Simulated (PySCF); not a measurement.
## Electronic structure of C3H3F2O3 (SMILES O=C([O-])COC(F)F) (charge −1) in real space

```yaml
atoms:
  - { symbol: O, position_ang: [1.7938, -2.0101, -0.8878] }
  - { symbol: C, position_ang: [0.8788, -1.2143, -0.9369] }
  - { symbol: O, position_ang: [0.0192, -0.9597, -1.7809] }
  - { symbol: C, position_ang: [0.7740, -0.2813, 0.4452] }
  - { symbol: O, position_ang: [-0.4951, 0.4653, 0.6103] }
  - { symbol: C, position_ang: [-1.6484, -0.0957, 0.2800] }
  - { symbol: F, position_ang: [-2.3393, -0.3995, 1.5056] }
  - { symbol: F, position_ang: [-2.4262, 0.9069, -0.1374] }
  - { symbol: H, position_ang: [1.1904, -0.8285, 1.3400] }
  - { symbol: H, position_ang: [1.5631, 0.3746, 0.2397] }
  - { symbol: H, position_ang: [-1.8041, -0.9867, -0.3954] }
```

Geometry: GFN2-xTB, MD frame at 250 fs, 400 K.

Theory: PySCF, PBE0/pcSseg-1, SCF density, gas phase, non-relativistic.

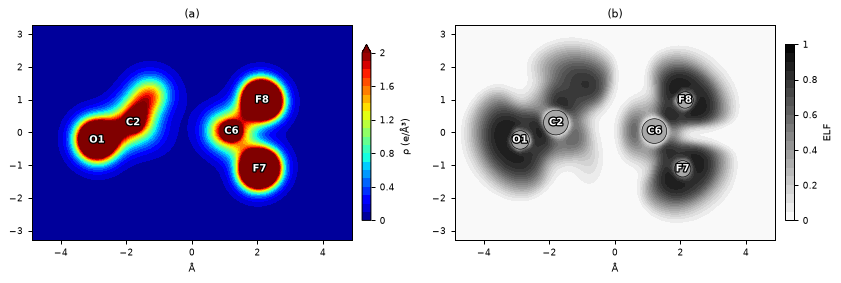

Figure 1. (a) electron density; (b) electron localisation function on the plane of atoms F7, C6 and F8. Grey discs cover the atomic cores in the ELF map.

**Read the bonding off the picture.**

- Atoms in the plane: O, C and F.
- C–O (1.21 Å): ρ is about 3.2 e/Å³ halfway; the ELF peaks at about 0.85 between the atoms; a short, multiple covalent bond.
- C–F (1.34 Å): the density is about 2.4 e/Å³ at the midpoint; the ELF peaks at about 0.85 between the atoms (a polar covalent bond).
- C–F (1.44 Å): the density is about 1.8 e/Å³ at the midpoint, with its minimum of 1.5 e/Å³ about 0.5 Å from C; the ELF peaks at about 0.80 between the atoms; a polar covalent bond.
- The ELF also peaks beside F7, O1, F8 and O3, away from the bonds: lone-pair regions.

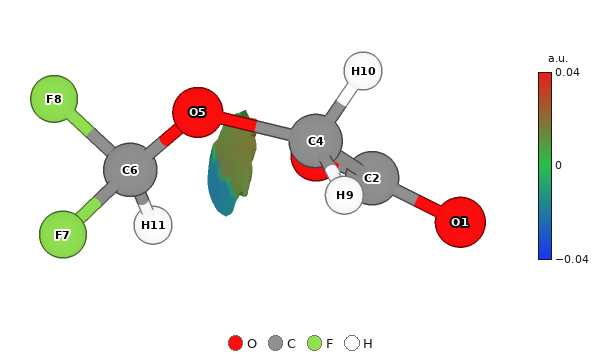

Figure 2. Non-covalent interaction (NCI) plot: the surface where the reduced density gradient is 0.4, for densities under 0.05 a.u., coloured by sign(λ₂)ρ; seen from one side.

**Which non-covalent interactions does the plot reveal?**

Between H11 and C6 on one side and O3 on the other: a weak contact, attractive (blue-green) on one side and crowded (olive to red) on the other.
